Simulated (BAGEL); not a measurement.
# CASPT2(9,8)/def2-TZVPPD (density fitting with cc-pvqz-jkfit) run of AlO (oxoaluminum)

Aim: the vertical doublet–quartet gap of AlO (oxoaluminum) at CASPT2(9,8)/def2-TZVPPD (density fitting with cc-pvqz-jkfit), from 2 runs. 

Program for the calculation: BAGEL 1.2.2.

2 further runs of the same task are left out: 2 set aside as unsound or not needed.

## Step 1: The structure to begin with

AlO: 2 atoms, total charge 0, spin state doublet. SMILES: `[O]=[Al]`. Geometry: relaxed at PBE0-D4/def2-TZVP.

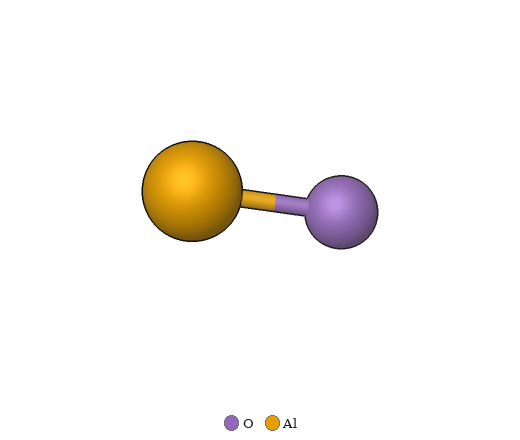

The structure, seen from a chosen angle (oxygen purple, aluminium amber).

## Step 2: A single-point energy at CASPT2(9,8)/def2-TZVPPD (density fitting with cc-pvqz-jkfit)

Input file calc.json:

```json
{ "bagel" : [

{
  "title" : "molecule",
  "basis" : "def2-tzvppd.json",
  "df_basis" : "cc-pvqz-jkfit",
  "angstrom" : true,
  "geometry" : [
    { "atom" : "O", "xyz" : [       0.000000,       0.000000,      -0.024920 ] },
    { "atom" : "Al", "xyz" : [       0.000000,       0.000000,       1.594970 ] }
  ]
},

{ "title" : "hf", "charge" : 1 },

{ "title" : "casscf", "nstate" : 1, "nact" : 8, "nclosed" : 6, "nspin" : 1, "maxiter" : 200, "natocc" : true },

{ "title" : "print", "file" : "orbitals.molden", "orbitals" : true },

{ "title" : "smith", "method" : "caspt2", "ms" : true, "xms" : true, "sssr" : true, "shift" : 0.0, "ncore" : 6 }

]}
```

The basis set def2-TZVPPD is read from a file made from the Basis Set Exchange's data (not shown).

The run is started by

```bash
$ BAGEL_NUM_THREADS=1 BAGEL calc.json > calc.out
```

Standard output:

```text
* using 1 threads per process

  ===============================================================
  ===============================================================

  *** Geometry ***

  { "atom" : "O", "xyz" : [      0.000000,      0.000000,     -0.047092 ] },
  { "atom" : "Al", "xyz" : [      0.000000,      0.000000,      3.014056 ] },

  Number of auxiliary basis functions:      254

  Since a DF basis is specified, we compute 2- and 3-index integrals:
    o Being stored without compression. Storage requirement is 0.016 GB

  Number of basis functions:       88
  Number of electrons      :       21

    * METHOD: MOLECULE                             0.07

  *** RHF ***

  === Nuclear Repulsion ===
    33.9741772032

      * DIIS with orbital gradients will be used.

[... 6 lines left out ...]
    * SCF iteration converged.
[... 1 line left out ...]
    * Permanent dipole moment:
[... 22 lines left out ...]
    * Second-order optimization converged. *
[... 11 lines left out ...]
     * ci vector, state   0, <S^2> = 0.7500
[... 9 lines left out ...]
    * METHOD: CASSCF                               4.06

    * METHOD: PRINT                                0.02

  === SMITH program ===

    * freezing 6 orbitals

    * Approximate memory requirement for SMITH calulation per MPI process:
      o Storage requirement for T-amplitude, lambda, and residual is 0.01 GB
      o Storage requirement for MO integrals is 0.00 GB
    * Calculating and saving rdm4f

    * Zeroth order energy : state  0       -5.1587818030

    * CASPT2 iteration is performed using redundant basis

      ---- iteration ----

        0    -0.17226610     0.00873206      0.19
        1    -0.17476349     0.00149408      0.14
        2    -0.17494190     0.00033548      0.19
        3    -0.17495140     0.00007728      0.18
        4    -0.17495192     0.00001663      0.19
        5    -0.17495194     0.00000386      0.19
        6    -0.17495194     0.00000084      0.20

      -------------------

    * CASPT2 energy : state  0     -317.0687684329
        reference weight              0.9533499958

    * METHOD: SMITH                                2.39

  ===============================================================
```

It took 7.2 s on 1 thread of Arm Neoverse V1, shared host; peak memory 0.26 GiB.

## Step 3: The quartet at the same level

Input file input.json:

```json
{ "bagel": [

{
  "title": "molecule",
  "basis": "def2-tzvppd.json",
  "df_basis": "cc-pvqz-jkfit",
  "angstrom": "true",
  "geometry": [
    { "atom": "O", "xyz": [       0.000000,       0.000000,      -0.024920 ] },
    { "atom": "Al", "xyz": [       0.000000,       0.000000,       1.594970 ] }
  ]
},

{ "title": "hf", "charge": 1 },

{ "title": "casscf", "nstate": 1, "nact": 8, "nclosed": 6, "nspin": 3, "maxiter": 200, "natocc": "true" },

{ "title": "print", "file": "orbitals.molden", "orbitals": "true" },

{ "title": "smith", "method": "caspt2", "ms": "true", "xms": "true", "sssr": "true", "shift": 0.0, "ncore": 6 }

]}
```

The basis set def2-TZVPPD is read from a file made from the Basis Set Exchange's data (not shown).

The run is started by

```bash
$ BAGEL_NUM_THREADS=1 BAGEL input.json > input.out
```

Standard output:

```text
* using 1 threads per process

  ===============================================================
  ===============================================================

  *** Geometry ***

  { "atom" : "O", "xyz" : [      0.000000,      0.000000,     -0.047092 ] },
  { "atom" : "Al", "xyz" : [      0.000000,      0.000000,      3.014056 ] },

  Number of auxiliary basis functions:      254

  Since a DF basis is specified, we compute 2- and 3-index integrals:
    o Being stored without compression. Storage requirement is 0.016 GB

  Number of basis functions:       88
  Number of electrons      :       21

    * METHOD: MOLECULE                             0.07

  *** RHF ***

  === Nuclear Repulsion ===
    33.9741772032

      * DIIS with orbital gradients will be used.

[... 6 lines left out ...]
    * SCF iteration converged.
[... 1 line left out ...]
    * Permanent dipole moment:
[... 22 lines left out ...]
    * Second-order optimization converged. *
[... 9 lines left out ...]
     15  0 *    -316.76136692     5.58e-11      0.00

     * ci vector, state   0, <S^2> = 3.7500
       222aaa..    -0.9889631503
       22.aaa2.    -0.0779148090
       2.2aaa.2    -0.0584464516

    * METHOD: CASSCF                               3.70

    * METHOD: PRINT                                0.02

  === SMITH program ===

    * freezing 6 orbitals

    * Approximate memory requirement for SMITH calulation per MPI process:
      o Storage requirement for T-amplitude, lambda, and residual is 0.01 GB
      o Storage requirement for MO integrals is 0.00 GB
    * Calculating and saving rdm4f

    * Zeroth order energy : state  0       -5.6605737226

    * CASPT2 iteration is performed using redundant basis

      ---- iteration ----

        0    -0.16744899     0.00926579      0.14
        1    -0.16986657     0.00152263      0.14
        2    -0.17006524     0.00042037      0.14
[... 5 lines of this table left out ...]
        8    -0.17008010     0.00000038      0.15

      -------------------

    * CASPT2 energy : state  0     -316.9314470183
        reference weight              0.9567065052

    * METHOD: SMITH                                2.28

  ===============================================================
```

It took 6.6 s on 1 thread of Arm Neoverse V1, shared host.

## Step 4: Results

At CASPT2(9,8)/def2-TZVPPD (density fitting with cc-pvqz-jkfit), 6 core orbitals frozen:

| quantity | value |
| --- | --- |
| doublet: total energy | -317.06877 Eh |
| quartet: total energy | -316.93145 Eh |
| vertical energy of the quartet above the doublet | 3.737 eV |

**Reading.** At this shape the quartet lies 3.74 eV (361 kJ/mol) above the doublet.
